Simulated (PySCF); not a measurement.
SMILES [SiH3][SiH2][SiH2][SiH2], doublet at its CAM-B3LYP/def2-SVP optimised geometry (Å):

```
13

Si     2.0675     1.1143     1.8422
Si     1.1743    -0.0011     0.0000
Si    -1.1789    -0.0011     0.0000
Si    -2.0488    -1.1321    -1.8643
H      1.7137     2.5632     1.8820
H      1.7105     0.4805     3.1448
H      1.6625     0.6559    -1.2469
H      1.6626    -1.4103     0.0038
H     -1.6626    -0.6531     1.2517
H     -1.6625     1.4103     0.0000
H     -3.5387    -1.1186    -1.8496
H     -1.5753    -0.4792    -3.1171
H     -1.5816    -2.5469    -1.8596
```

Method: unrestricted CAM-B3LYP/def2-TZVP run with PySCF.

Map of the electrostatic potential (hartree/e), clipped to [-0.08, 0.12] on the plane z = 1.2 Å:

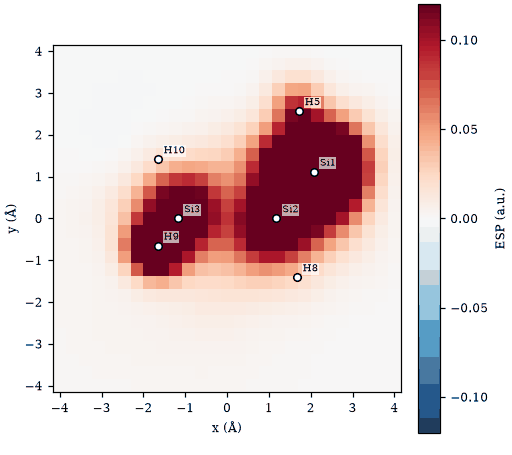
*Electrostatic potential (hartree/e), clipped to [-0.08, 0.12] on the plane z = 1.2 Å.*
